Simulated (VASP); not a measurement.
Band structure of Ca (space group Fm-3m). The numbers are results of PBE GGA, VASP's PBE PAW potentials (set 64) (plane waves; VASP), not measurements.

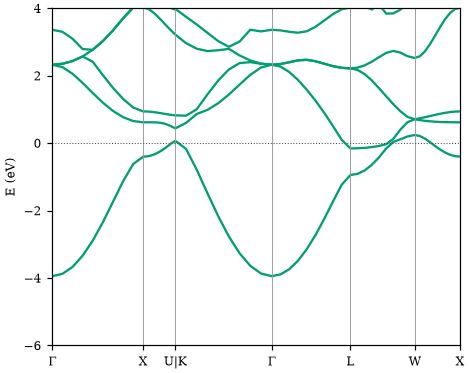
Bands along high-symmetry lines, zero at the valence-band maximum or, without a gap, the Fermi level

**Question.** Read the plot: is there a gap, and where are the band edges?

**Answer.** It has no gap at this level: it comes out as a metal or semimetal.

The structure is a typed Ca crystal (Fm-3m). The cell was not relaxed at this level.
